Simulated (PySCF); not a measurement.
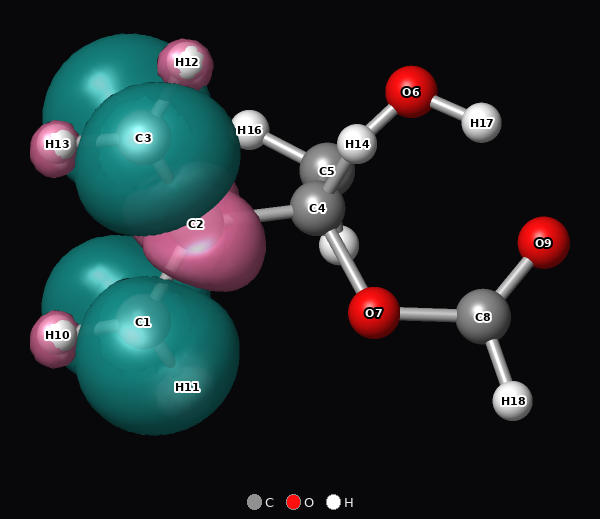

Figure. C6H9O3 (doublet). Isosurfaces of the spin density (α minus β) at +0.015 (teal) and −0.015 e/Å³ (pink), seen at a tilt.

Geometry: GFN2-xTB.

Theory: UKS B3LYP, pcH-1 on C H O, non-relativistic, mean-field spin-orbit, GIAO (PySCF 2.14.0, density-fitted response routines).

```yaml
atoms:
  - { symbol: C, position_ang: [-1.9094, 0.5053, -0.9187] }
  - { symbol: C, position_ang: [-1.1902, 0.6209, 0.2484] }
  - { symbol: C, position_ang: [-1.5804, 1.4258, 1.2936] }
  - { symbol: C, position_ang: [0.1137, -0.1369, 0.3754] }
  - { symbol: C, position_ang: [1.2661, 0.6206, -0.3277] }
  - { symbol: O, position_ang: [2.4741, 0.5516, 0.3644] }
  - { symbol: O, position_ang: [-0.0877, -1.4511, -0.1878] }
  - { symbol: C, position_ang: [0.8669, -2.3406, -0.0661] }
  - { symbol: O, position_ang: [1.9495, -2.1880, 0.4281] }
  - { symbol: H, position_ang: [-2.8323, 1.0401, -1.0475] }
  - { symbol: H, position_ang: [-1.5811, -0.1328, -1.7164] }
  - { symbol: H, position_ang: [-1.0002, 1.5019, 2.1942] }
  - { symbol: H, position_ang: [-2.4799, 2.0098, 1.2272] }
  - { symbol: H, position_ang: [0.3884, -0.2555, 1.4313] }
  - { symbol: H, position_ang: [1.3617, 0.2328, -1.3535] }
  - { symbol: H, position_ang: [1.0108, 1.6819, -0.3832] }
  - { symbol: H, position_ang: [2.6978, -0.3853, 0.5007] }
  - { symbol: H, position_ang: [0.5234, -3.2944, -0.5007] }
```

**Which atoms carry the spin?**

The unpaired spin (1 electron) lies mostly on C1 (about 0.5) and C3 (about 0.4), in electrons by Hirshfeld's partition.
